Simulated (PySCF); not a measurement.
# wB97X/cc-pVTZ run of GaCl (SMILES [Cl][Ga])

What is the vertical singlet–triplet gap of GaCl at wB97X/cc-pVTZ? 

The calculation is run with PySCF 2.14.0.

4 further runs of the same task are left out: 4 set aside as unsound or not needed.

## Step 1: Starting point

The species is GaCl (2 atoms), meant as a singlet with charge 0. SMILES: `[Cl][Ga]`. The coordinates come from a PBE0-D4/def2-TZVP relaxation.

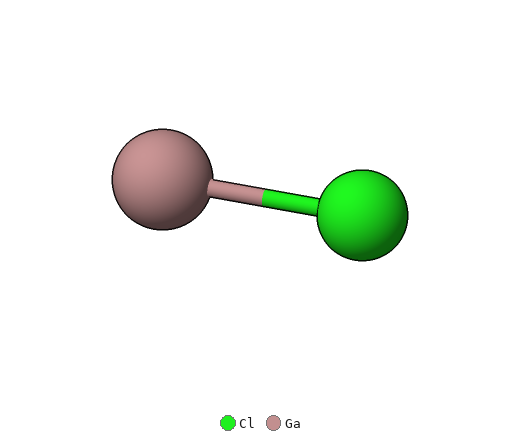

The structure, seen from a chosen angle (chlorine green, gallium pink).

## Step 2: A single-point energy at wB97X/cc-pVTZ

input.py reads:

```python
from pyscf import gto, dft

mol = gto.M(
    atom=[
    ('Cl', (-0.000000, 0.000000, -0.023560)),
    ('Ga', (0.000000, -0.000000, 2.192160)),
],
    max_memory=1860,
    verbose=3,
    basis='cc-pvtz',
    charge=0,
    spin=0,
)

ks = dft.RKS(mol, xc='wb97x')
ks.grids.level = 5
ks.conv_tol = 1e-10
ks.kernel()
if not ks.converged:
    ks = ks.newton().run(ks.mo_coeff, ks.mo_occ)

e_tot = ks.e_tot
print('E(%s) = %.9f' % ('WB97X', e_tot))
```

Command:

```bash
$ OMP_NUM_THREADS=1 python input.py
```

Output:

```text
converged SCF energy = -2385.21777641757
E(WB97X) = -2385.217776418
```

Run time: 17 s. Hardware: 1 thread of Arm Neoverse V1, shared host; peak memory 0.36 GiB.

## Step 3: The triplet

start.xyz reads:

```xyz
2

Cl     0.000000     0.000000    -0.023560
Ga     0.000000     0.000000     2.192160
```

input.py reads:

```python
from pyscf import gto, dft

mol = gto.M(
    atom='start.xyz',
    spin=2,
    max_memory=1860,
    basis='cc-pvtz',
    verbose=3,
)

mf = dft.UKS(mol)
mf.xc = 'wb97x'
mf.conv_tol = 1e-10
mf.grids.level = 5
mf.kernel()
if not mf.converged:
    mf = mf.newton().run(mf.mo_coeff, mf.mo_occ)

energy = mf.e_tot
print('E(%s) = %.9f' % ('WB97X', energy))
```

Command:

```bash
$ OMP_NUM_THREADS=1 python input.py
```

Output:

```text
WARN: HOMO -0.0116775958749407 >= LUMO -0.296002137229761

converged SCF energy = -2385.07230011394  <S^2> = 2.0057185  2S+1 = 3.0038099
E(WB97X) = -2385.072300114
```

It took 25 s on 1 thread of Arm Neoverse V1, shared host; peak memory 0.37 GiB.

## Step 4: What came out

At wB97X/cc-pVTZ:

```
                                        quantity           value
                           singlet: total energy  -2385.21778 Eh
                          singlet: dipole moment          2.49 D
                            singlet: HOMO energy        -9.70 eV
                            singlet: LUMO energy         0.13 eV
                          singlet: HOMO–LUMO gap         9.83 eV
                           triplet: total energy  -2385.07230 Eh
                          triplet: dipole moment          1.73 D
     triplet: HOMO energy (highest over α and β)        -6.11 eV
      triplet: LUMO energy (lowest over α and β)        -3.95 eV
                                   triplet: ⟨S²⟩           2.006
vertical energy of the triplet above the singlet        3.959 eV
```

What this shows: At this shape the triplet lies 3.96 eV (91 kcal/mol) above the singlet.
